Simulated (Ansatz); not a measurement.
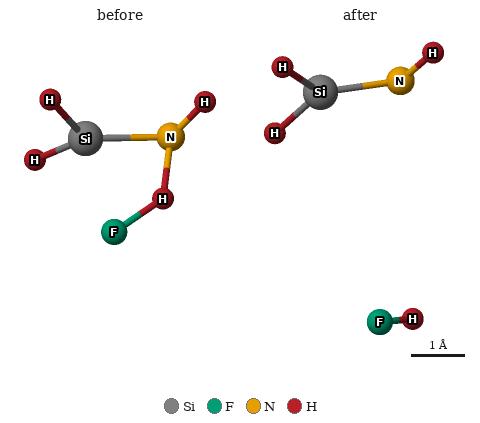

The structure of SiNH4F (coarse preliminary run) before (left) and after (right) a saddle-point search, at one scale.

Style: ball-and-stick. Shown face on.

The reaction that was planned forms F2–H4 and breaks Si1–F2, N3–H4 (atoms numbered from 1 in input order).

Theory: RKS PBE0-D4/def2-SVP (Ansatz). 

Question: Summarise the run.

Answer: The relaxation stopped without meeting its thresholds, so the last structure isn't shown to be converged. The search stopped after 36 steps with a largest force component of 0.038 eV/Å and a curvature of −0.05 eV/Å² along the mode that it followed. An H atom moves most after the best rigid fit: 2.36 Å. By element the largest moves are H 2.36 Å, F 1.93 Å, N 1.16 Å, Si 0.93 Å. Near-neighbour distances that change, for instance: H–N 1.339 → 4.794 Å, H–Si 1.898 → 4.796 Å, F–Si 2.000 → 4.855 Å, F–H 1.208 → 0.921 Å. Bond angles that change, for instance: Si–N–H 124.9° → 120.0°, N–Si–H 125.4° → 129.7°, N–Si–H 120.4° → 117.9°. Groups turn about N–Si by about 25°. The run took roughly 2.4 core-minutes on a shared host.
